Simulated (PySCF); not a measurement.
C₃H₁₃NSi₂ (SMILES CNCC([SiH3])[SiH3])

```xyz
19

C    -2.6820    0.1133   -0.5238
N    -1.3002   -0.2907   -0.6763
C    -0.5233   -0.2435    0.5483
C     0.9367   -0.4516    0.1764
Si    1.1830    0.5042   -1.4610
Si    2.1055    0.0096    1.5959
H    -3.1844    0.0408   -1.4872
H    -2.7077    1.1526   -0.1952
H    -3.2327   -0.4938    0.2104
H    -1.2601   -1.2316   -1.0578
H    -0.6582    0.7560    0.9741
H    -0.8685   -0.9716    1.3042
H     1.0843   -1.5150   -0.0415
H     2.6308    0.6932   -1.6487
H     0.5524    1.8170   -1.3732
H     0.6961   -0.2459   -2.6190
H     2.0084    1.4417    1.8846
H     3.4790   -0.3411    1.2356
H     1.7313   -0.7344    2.8061
```

Geometry: GFN2-xTB.

Theory: PySCF 2.14.0, CAM-B3LYP/def2-SVPD, SCF density, gas phase.

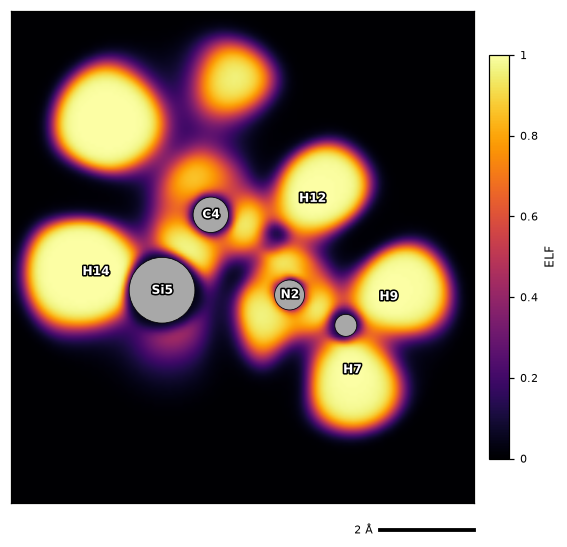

Figure 1. Electron localisation function on the plane of atoms C4, Si5 and H14. Grey discs cover the atomic cores.

**What do the fields say about this system?**

- The plane passes through N, C, Si and H nuclei.
- C–Si (1.91 Å): the ELF peaks at about 0.95 between the atoms, as expected for localised, covalent bonding.
- Si–H (1.47 Å): the ELF climbs to about 1 towards the hydrogen, as it does in any bond to H.
- The ELF also peaks beside N2, away from the bonds: lone-pair regions.

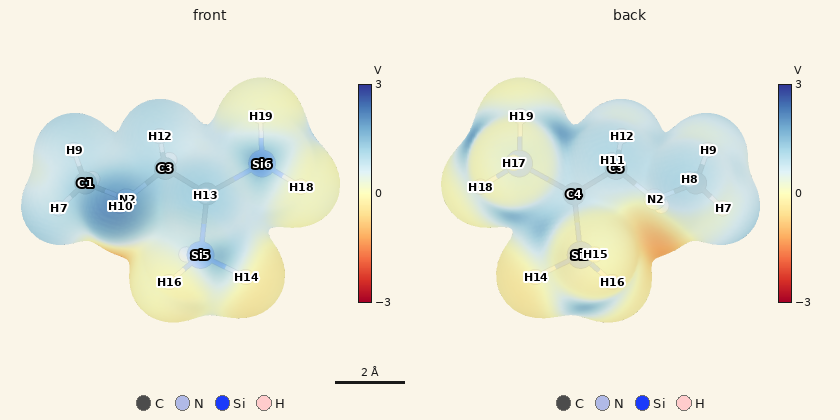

Figure 2. The electrostatic potential painted on the density surface at 0.004 e/bohr³, seen from the front and from behind; the colour scale runs from red (negative) to blue (positive).

**Where is the surface potential most negative and most positive?**

The most negative region (about −1.1 V, or −25 kcal/mol for a unit charge) lies over N2, the most positive (about +2.1 V, or +48 kcal/mol for a unit charge) over H10. N2 is the likeliest acceptor of a hydrogen bond.
